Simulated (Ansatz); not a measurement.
# WH7O4F: geometry relaxation (part 2 of 2)

The same run, continued: WH7O4F; RKS B3LYP-D4/def2-SVP (Ansatz 0.2.0). It belongs to a series of runs on one base structure; here: end point B relaxed.

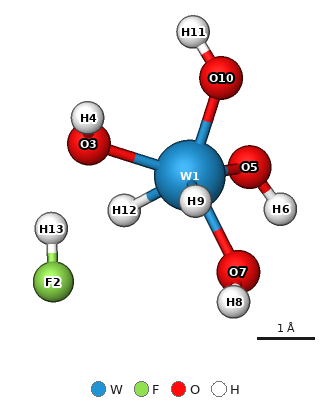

Fig. 1: The geometry at step 6 of the log (ball-and-stick view, seen at a tilt; atoms are numbered from 1 in the order of the input).

### Trajectory as extended XYZ, continued
```
13
Properties=species:S:1:pos:R:3:forces:R:3 step=2 energy=-12839.70684
W     0.0358    0.5189   -0.3448   -0.1913   0.0387  -0.0687
F     0.5500   -0.2498    2.6223    1.0058   0.2245  -0.6445
O     1.8010   -0.1620    0.1840    0.0758   0.0074   0.2158
H     2.0579   -1.0341   -0.1556   -0.0387   0.0377   0.0384
O    -0.6785    2.1624   -1.0195   -0.0915  -0.0257  -0.0642
H    -1.5235    2.4828   -0.6689   -0.0117   0.0266  -0.0133
O    -1.6577    0.5721    0.5716    0.0122   0.0351  -0.0206
H    -1.8867   -0.2114    1.0915   -0.0048   0.0044  -0.0268
H    -0.3575   -1.1338   -0.0677    0.0009   0.0054   0.0418
O     0.5089    0.0601   -2.1198    0.0615  -0.0261  -0.0217
H     1.3837    0.1223   -2.5297   -0.0098   0.0218   0.0077
H     0.6491    1.5637    0.8367    0.0964  -0.0022   0.0630
H     1.3154   -0.0794    2.0640   -0.9048  -0.3478   0.4932
13
Properties=species:S:1:pos:R:3:forces:R:3 step=3 energy=-12839.73796
W     0.0209    0.5327   -0.3452   -0.1868   0.2101  -0.0601
F     0.6531   -0.2174    2.6755    1.0230  -0.0716  -0.8412
O     1.7813   -0.1499    0.2105    0.1336  -0.1215   0.2770
H     2.0377   -1.0244   -0.1213   -0.0143   0.0087  -0.0294
O    -0.7026    2.1628   -1.0467   -0.0229  -0.0488  -0.0050
H    -1.5564    2.4797   -0.7138    0.0037   0.0130  -0.0139
O    -1.6820    0.5898    0.5524    0.0293  -0.0329   0.0189
H    -1.9259   -0.2005    1.0551   -0.0158   0.0197  -0.0163
H    -0.3698   -1.1182   -0.0546   -0.0063   0.0115   0.0435
O     0.5203    0.0663   -2.1117    0.0506  -0.0346   0.0256
H     1.3994    0.1379   -2.5111   -0.0021   0.0147   0.0106
H     0.6449    1.5722    0.8413   -0.0194  -0.0190  -0.0321
H     1.3770   -0.2193    2.0336   -0.9728   0.0506   0.6224
13
Properties=species:S:1:pos:R:3:forces:R:3 step=4 energy=-12839.77556
W     0.0106    0.5438   -0.3322   -0.2499   0.1258  -0.1243
F     0.7452   -0.2539    2.6550    0.5698  -0.0190  -0.5734
O     1.7622   -0.1552    0.2468    0.1968  -0.0486   0.1554
H     2.0208   -1.0244   -0.0963   -0.0094  -0.0078  -0.0104
O    -0.7110    2.1636   -1.0589    0.0038  -0.0627   0.0328
H    -1.5710    2.4807   -0.7419   -0.0014   0.0093  -0.0216
O    -1.7030    0.5990    0.5442    0.0547   0.0111   0.0142
H    -1.9553   -0.1928    1.0398   -0.0253   0.0020  -0.0048
H    -0.3824   -1.1042   -0.0296   -0.0044   0.0354   0.0044
O     0.5393    0.0628   -2.0866    0.0135  -0.0197   0.0515
H     1.4233    0.1384   -2.4738    0.0093   0.0094   0.0066
H     0.6265    1.5872    0.8546   -0.0099  -0.0348  -0.0169
H     1.3925   -0.2331    1.9432   -0.5475  -0.0003   0.4864
13
Properties=species:S:1:pos:R:3:forces:R:3 step=5 energy=-12839.72935 accepted=F
W    -0.0378    0.5668   -0.3389    1.3852  -0.4474   0.6081
F     0.9103   -0.3640    2.6802   -0.0362   0.0241  -0.0104
O     1.7997   -0.1354    0.2615   -0.8870   0.1201  -0.2461
H     2.0737   -0.9881   -0.1264   -0.1483   0.2687   0.1093
O    -0.7539    2.1508   -1.0993    0.0796   0.1741  -0.1123
H    -1.6208    2.4734   -0.8131   -0.1015   0.0203  -0.0118
O    -1.7305    0.6743    0.5614   -0.2843  -0.4302   0.1314
H    -2.0619   -0.1389    0.9803    0.0910   0.2815  -0.0441
H    -0.4561   -1.0593    0.0121   -0.0114  -0.0074  -0.1033
O     0.5724    0.0297   -2.0424   -0.1127   0.0217  -0.2418
H     1.4710    0.1275   -2.3927   -0.0314  -0.0537   0.0582
H     0.5901    1.5541    0.8824   -0.0167   0.0600  -0.0702
H     1.4418   -0.2791    1.8989    0.0737  -0.0318  -0.0668
13
Properties=species:S:1:pos:R:3:forces:R:3 step=6 energy=-12839.78958
W    -0.0033    0.5557   -0.3262    0.0287   0.0179   0.0587
F     0.8183   -0.3024    2.6369    0.0925  -0.0140  -0.0724
O     1.7641   -0.1445    0.2699   -0.0547   0.0634  -0.0571
H     2.0251   -1.0057   -0.0889    0.0097  -0.0473  -0.0267
O    -0.7212    2.1625   -1.0705   -0.0503   0.0086   0.0229
H    -1.5964    2.4717   -0.7860    0.0468  -0.0083  -0.0313
O    -1.7145    0.6220    0.5527    0.0400   0.0347  -0.0234
H    -1.9873   -0.1706    1.0334   -0.0345  -0.0413   0.0296
H    -0.4099   -1.0845   -0.0226    0.0171   0.0013   0.0003
O     0.5541    0.0533   -2.0633    0.0148  -0.0135  -0.0312
H     1.4455    0.1293   -2.4333    0.0053  -0.0076   0.0058
H     0.6128    1.5835    0.8696   -0.0092   0.0052  -0.0021
H     1.4105   -0.2584    1.8922   -0.1063   0.0009   0.1271
13
Properties=species:S:1:pos:R:3:forces:R:3 step=7 energy=-12839.78917 accepted=F
W    -0.0073    0.5693   -0.3180    0.0293  -0.0865   0.0060
F     0.8310   -0.3294    2.6376    0.0226  -0.0107  -0.0094
O     1.7636   -0.1341    0.2509    0.0383  -0.0343  -0.0056
H     2.0287   -0.9871   -0.1335   -0.0536   0.1229   0.0715
O    -0.7216    2.1735   -1.0697    0.1444  -0.0910  -0.0375
H    -1.6040    2.4732   -0.8134   -0.1585   0.0633   0.0284
O    -1.7181    0.6293    0.5611   -0.0321  -0.1294   0.0447
H    -2.0060   -0.1690    1.0313    0.0448   0.1289  -0.0634
H    -0.3956   -1.0744   -0.0026   -0.0346   0.0350  -0.0503
O     0.5593    0.0509   -2.0513   -0.0066   0.0173  -0.0595
H     1.4609    0.0892   -2.4044   -0.0504   0.0003   0.0313
H     0.5958    1.5929    0.8874    0.0654  -0.0095   0.0095
H     1.4112   -0.2724    1.8889   -0.0089  -0.0063   0.0345
13
Properties=species:S:1:pos:R:3:forces:R:3 step=8 energy=-12839.79170
W    -0.0042    0.5601   -0.3251    0.0142   0.0161  -0.0156
F     0.8278   -0.3214    2.6504    0.0687   0.0003  -0.0747
O     1.7630   -0.1374    0.2621   -0.0161   0.0018  -0.0149
H     2.0236   -0.9984   -0.1008   -0.0037   0.0050   0.0020
O    -0.7218    2.1652   -1.0722   -0.0008  -0.0035   0.0038
H    -1.6002    2.4722   -0.7990   -0.0033   0.0082  -0.0125
O    -1.7140    0.6244    0.5552    0.0149  -0.0204   0.0150
H    -1.9932   -0.1690    1.0335   -0.0088   0.0104  -0.0028
H    -0.4058   -1.0810   -0.0229    0.0046  -0.0017   0.0008
O     0.5537    0.0534   -2.0630   -0.0105  -0.0012  -0.0063
H     1.4482    0.1172   -2.4276    0.0094  -0.0065   0.0056
H     0.6122    1.5853    0.8730   -0.0083   0.0066   0.0061
H     1.4087   -0.2587    1.9006   -0.0603  -0.0151   0.0937
13
Properties=species:S:1:pos:R:3:forces:R:3 step=9 energy=-12839.79296
W    -0.0089    0.5705   -0.3255    0.0012  -0.0021  -0.0014
F     0.8584   -0.3541    2.6700    0.0169  -0.0029  -0.0206
O     1.7577   -0.1269    0.2589   -0.0029  -0.0055  -0.0020
H     2.0210   -0.9828   -0.1143   -0.0078   0.0143   0.0155
O    -0.7250    2.1725   -1.0787   -0.0070  -0.0136   0.0050
H    -1.6119    2.4740   -0.8280   -0.0011   0.0083  -0.0057
O    -1.7163    0.6305    0.5580    0.0001  -0.0232   0.0148
H    -2.0049   -0.1640    1.0292    0.0044   0.0200  -0.0102
H    -0.4054   -1.0719   -0.0233   -0.0045   0.0071  -0.0123
O     0.5532    0.0555   -2.0613    0.0321   0.0011  -0.0154
H     1.4552    0.0938   -2.4126   -0.0296  -0.0047   0.0136
H     0.6019    1.5926    0.8793    0.0109  -0.0042   0.0069
H     1.4227   -0.2778    1.9125   -0.0128   0.0052   0.0121
13
Properties=species:S:1:pos:R:3:forces:R:3 step=10 energy=-12839.79323
W    -0.0106    0.5738   -0.3259   -0.0117   0.0080  -0.0079
F     0.8697   -0.3670    2.6723   -0.0040   0.0025   0.0065
O     1.7556   -0.1226    0.2582    0.0066  -0.0112   0.0077
H     2.0173   -0.9802   -0.1121   -0.0018   0.0086   0.0085
O    -0.7279    2.1740   -1.0809    0.0074  -0.0128   0.0035
H    -1.6161    2.4757   -0.8357   -0.0066   0.0063  -0.0029
O    -1.7164    0.6321    0.5604    0.0052  -0.0159   0.0090
H    -2.0079   -0.1630    1.0283    0.0031   0.0106  -0.0049
H    -0.4074   -1.0688   -0.0291   -0.0020   0.0019  -0.0061
O     0.5545    0.0562   -2.0605    0.0046   0.0091  -0.0057
H     1.4585    0.0853   -2.4062   -0.0084  -0.0043   0.0057
H     0.6014    1.5920    0.8827    0.0010  -0.0006  -0.0016
H     1.4272   -0.2756    1.9124    0.0066  -0.0020  -0.0117
```

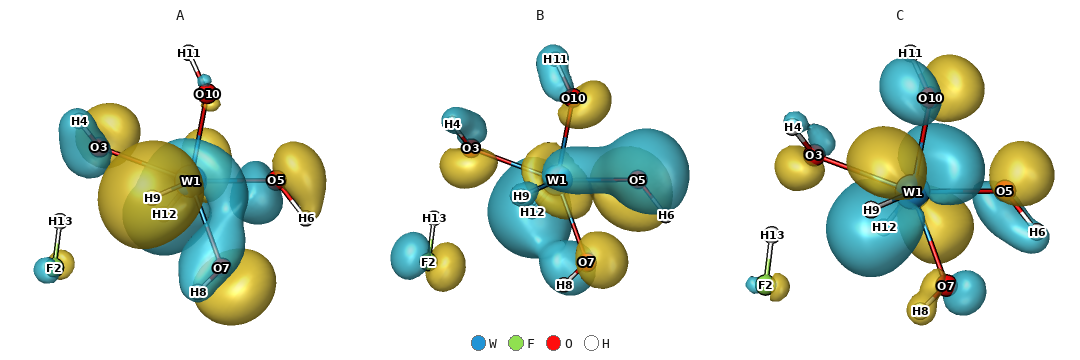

Fig. 2: Three frontier orbitals at ±0.1 Å⁻³ᐟ² (yellow and cyan are the two phases). B is the HOMO−1 (−8.84 eV). By Hirshfeld shares it lies mainly on O5 (40 %), W1 (20 %) and H12 (15 %). A is the HOMO (−8.10 eV). It lies mainly on W1 (25 %), H9 (25 %), O7 (20 %) and O5 (10 %). C is the LUMO (−2.99 eV). It lies mainly on W1 (65 %), O10 (10 %) and O5 (10 %). The HOMO–LUMO gap is 5.11 eV between the orbital energies.

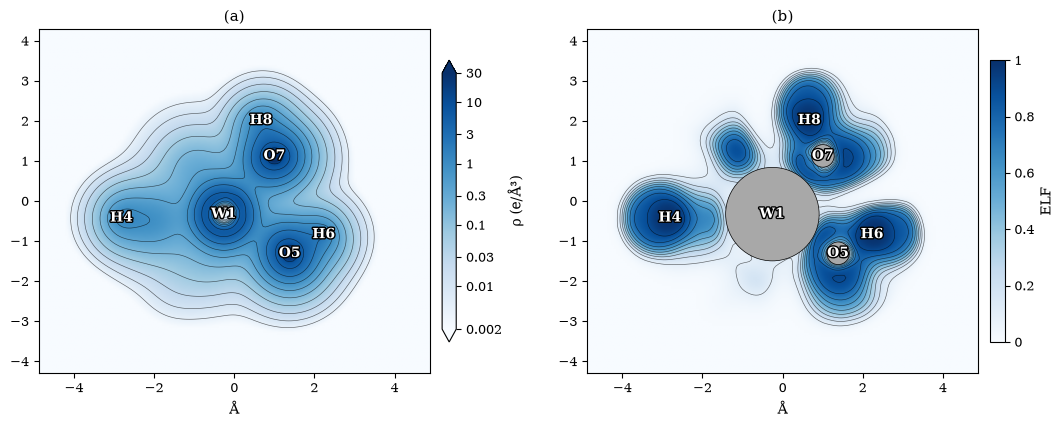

Fig. 3: (a) total electron density; (b) electron localisation function on the plane of atoms O5, W1 and O7. Grey discs, where drawn, cover atomic cores.

The run was set up as follows.

### Input file
```yaml
crystal:
  periodic: [false, false, false]
  atoms:
    - { symbol: W, position_ang: [0.045065, 0.502639, -0.336793] }
    - { symbol: F, position_ang: [0.548371, -0.279202, 2.573018] }
    - { symbol: O, position_ang: [1.817439, -0.166624, 0.163684] }
    - { symbol: H, position_ang: [2.063866, -1.047559, -0.162457] }
    - { symbol: O, position_ang: [-0.668026, 2.152904, -1.00389] }
    - { symbol: H, position_ang: [-1.509287, 2.478272, -0.649112] }
    - { symbol: O, position_ang: [-1.648019, 0.569602, 0.582247] }
    - { symbol: H, position_ang: [-1.879733, -0.211338, 1.104352] }
    - { symbol: H, position_ang: [-0.363553, -1.145549, -0.070966] }
    - { symbol: O, position_ang: [0.509723, 0.056529, -2.117276] }
    - { symbol: H, position_ang: [1.38132, 0.123392, -2.5347] }
    - { symbol: H, position_ang: [0.688972, 1.498079, 0.901045] }
    - { symbol: H, position_ang: [1.211761, 0.080754, 2.01495] }
basis:
  gaussian: { orbitals: def2-SVP }
hamiltonian:
  xc: b3lyp
  dispersion: d4
relax:
  f_tol: 0.03
  max_steps: 50
output:
  orbitals: {}
```

Command:
```bash
ansatz run input.yaml --threads 4 --pin off --max-ram 5120MiB --backend cpu --events-out ev --progress --plain --runs-dir out
```

### Summary

| quantity | value |
| --- | --- |
| outcome | converged |
| total energy | −12839.7936 eV |
| mean-field energy | −12839.3572 eV |
| largest force (length of the vector) at the end | 0.019 eV/Å |
| hardware | 4 threads of Arm Neoverse V1, 24 GiB of memory available, shared host |
| wall time | 35 s (CPU time 2.2 min) |
| peak memory | 0.4 GiB |
